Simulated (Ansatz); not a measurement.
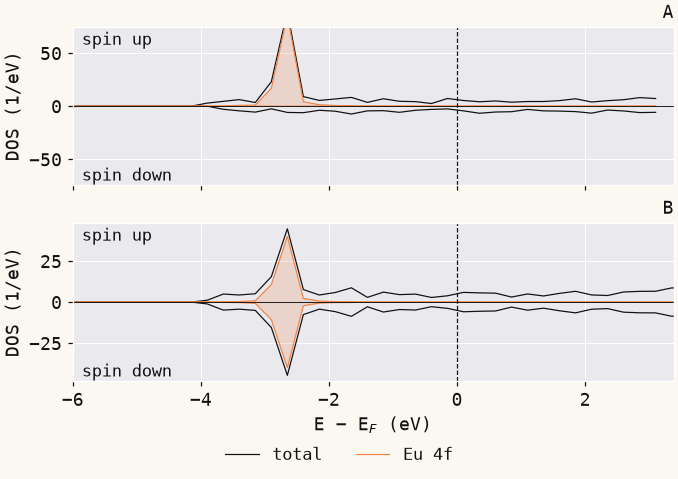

Spin-resolved densities of states of EuYGe2, space group Pnma (No. 62), 16 atoms in the cell, in two magnetic states on the same cell (spin down negative; each from its own Fermi level). Ansatz; DFT with PBE, PAW plane waves, Ueff = 7.46 eV on Eu f, spin-polarised, 3×6×2 k mesh, 420 eV cutoff, Fermi-Dirac smearing of 0.1 eV.

> Which panel is which state: ferromagnetic and antiferromagnetic?

A is ferromagnetic (net moment 30.0 μB, local moments 30.3 μB in all, metal); B is antiferromagnetic (net moment 0.0 μB, local moments 29.8 μB in all, metal). Unequal spin channels mark a net moment; equal ones mean that moments cancel or are absent.

> Which of these states is lowest in energy?

The two lowest lie within 1 meV an atom, the ferromagnetic one lower, which is too close to call at this level.

The structure was built from a prototype or by substitution, so it need not be a known phase. The atoms aren't at rest in this cell (largest force 0.8 eV/Å), so the relaxed material can differ. Spin-orbit coupling is left out, which matters for Eu.
